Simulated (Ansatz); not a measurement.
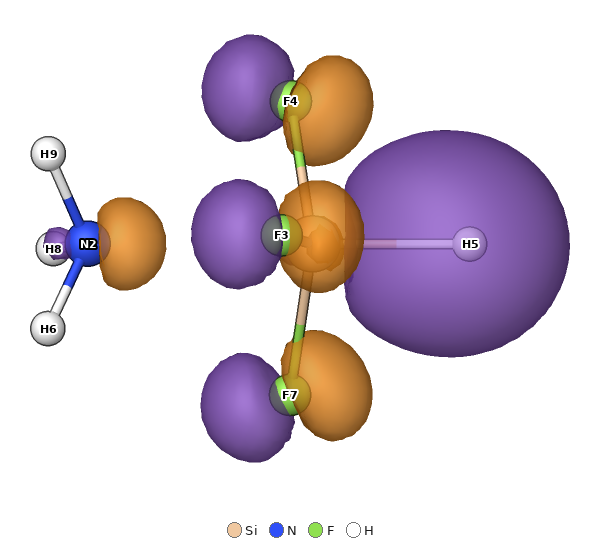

Figure. F₃HSi···NH₃. The HOMO at ±0.15 Å⁻³ᐟ² (orange and purple are the two phases), seen across its widest extent.

The product side of a reaction path; geometry: PBE0-D4/def2-TZVP.

The calculation used RKS PBE0-D4/def2-TZVPP (Ansatz).

```xyz
9

Si   -0.8794    0.1166   -0.3948
N     1.0335   -0.1371    0.4640
F    -0.0061    0.1807   -1.7467
F    -0.8806    1.4105    0.5646
H    -2.2180    0.2941   -0.9957
H     1.4822   -0.9676    0.0943
F    -1.1168   -1.3254    0.2824
H     0.9617   -0.2339    1.4707
H     1.6235    0.6620    0.2612
```

### Describe this orbital and give its energy.

It lies mainly on H5 (about 35 %), Si1 (about 25 %), F4 (about 10 %), F3 (about 10 %) and F7 (about 10 %). Its energy is −8.76 eV.
